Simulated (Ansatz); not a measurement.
The starting structures come from a database of crystals and need not be the phases stable at ambient conditions.

 Where the default PAW files enter, the runs use the earlier of Ansatz's two default sets.

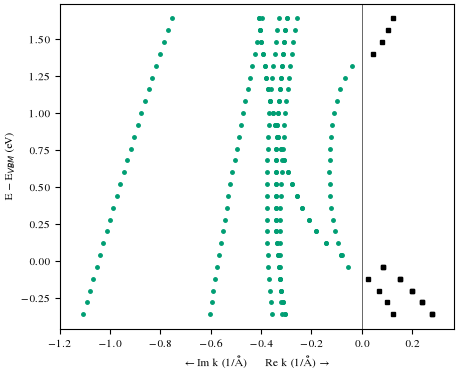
Figure. Complex bands at the centre of the two-dimensional zone; PBEsol (Ansatz, a quantum-chemistry and plane-wave program)

The gap is the functional's own. No spin-orbit coupling. Mid-gap values are interpolated on the energy grid.

Problem. This is Cd(GaSe2)2 (I-4, not sure to be the ambient phase, 7 atoms a cell, 26.1 Å³ an atom) along the normal of (001). Read off the slowest decay at the centre of the two-dimensional zone at 0.68 eV, the computed energy nearest the middle of the gap.

Solution. κ ≈ 0.13 1/Å, a decay length 1/(2κ) of the density of 3.9 Å.
